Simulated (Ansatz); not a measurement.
F4Hf···H4OSi

```xyz
11

Hf    0.2808   -0.4060   -0.4833
O     0.0849   -0.0506    2.7526
Si   -1.3610   -0.4172    3.5278
H    -2.2407   -1.2389    2.6358
H    -1.0950   -1.1911    4.7774
H    -2.0275    0.8747    3.8406
F     1.6820    0.1565   -1.6326
F    -0.6684    1.1747   -0.0014
F    -0.9222   -1.4402   -1.5234
F     1.0977   -1.6256    0.8093
H     0.7282   -0.7934    2.7227
```

Core potentials replace the inner electrons of Hf; not at a stationary point (largest force 0.9 eV/Å).

These are results of RKS PBE0-D4/def2-SVP (Ansatz), not measurements.

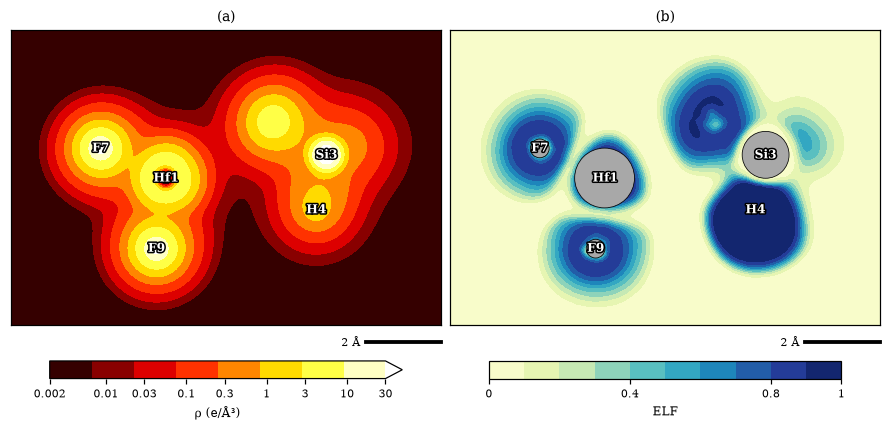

Figure 1. (a) electron density; (b) electron localisation function on the plane of atoms F7, Hf1 and F9. Grey discs cover the atomic cores in the ELF map.

Q: What does the map show?

A: The plane passes through Hf, Si, H and F nuclei. Hf–F (1.90 Å): ρ is about 0.9 e/Å³ halfway; the ELF peaks at about 0.85 in the valence shell of F, 0.5 Å from its nucleus, and drops to about 0.20 between the two atoms. Si–H (1.50 Å): the density is about 0.77 e/Å³ at the midpoint; the ELF climbs to about 1 towards the hydrogen, as it does in any bond to H. The ELF also peaks beside O2, away from the bonds: lone-pair regions.

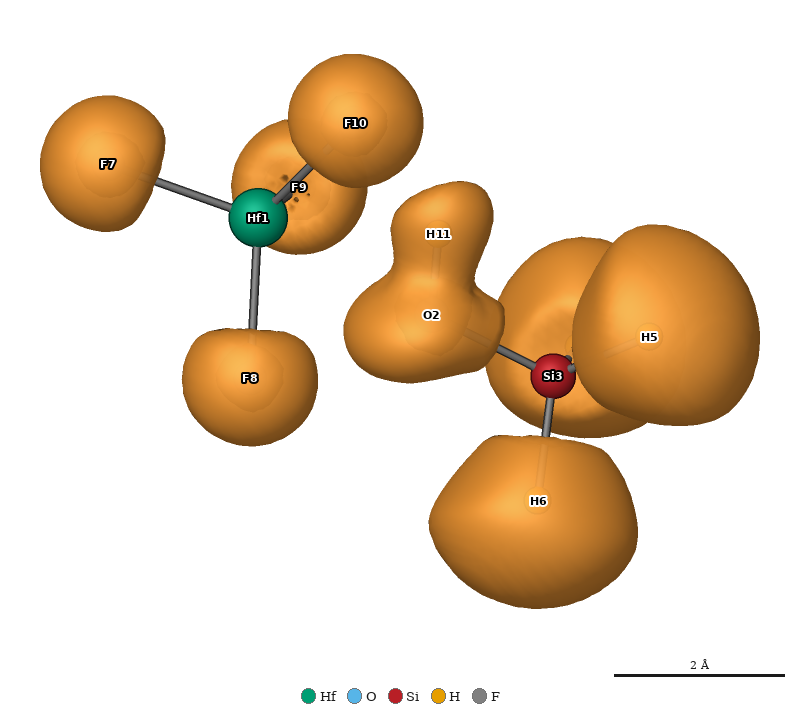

Figure 2. Isosurface of the electron localisation function at 0.75 (orange), seen at an oblique angle. Only the valence region is drawn (cores and ρ < 0.01 e/Å³ removed).

Q: Identify the bonds, lone pairs and shells in this picture.

A: The ELF exceeds this value in three regions around hydrogen nuclei, four regions wrapped around F (the valence shell of each) and one joined region spread over several atoms (H, O), in which their bonds and any lone pairs are merged. Along the contacts the grid gives the following. Hf1···O2 (3.26 Å): the ELF dips to about 0 between them. Si–O (1.68 Å): the ELF peaks at about 0.90 between the atoms; a shared but strongly polarised pair.

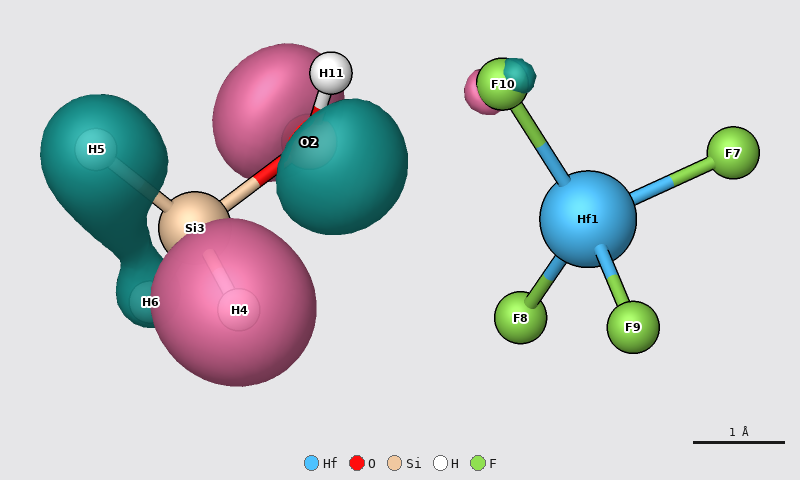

Figure 3. The HOMO at ±0.15 Å⁻³ᐟ² (teal and pink are the two phases), seen across its widest extent.

Q: Where does this orbital lie, and at what energy?

A: It lies mainly on O2 (about 45 %), Si3 (about 20 %), H4 (about 20 %) and H5 (about 10 %). Its energy is −9.03 eV.
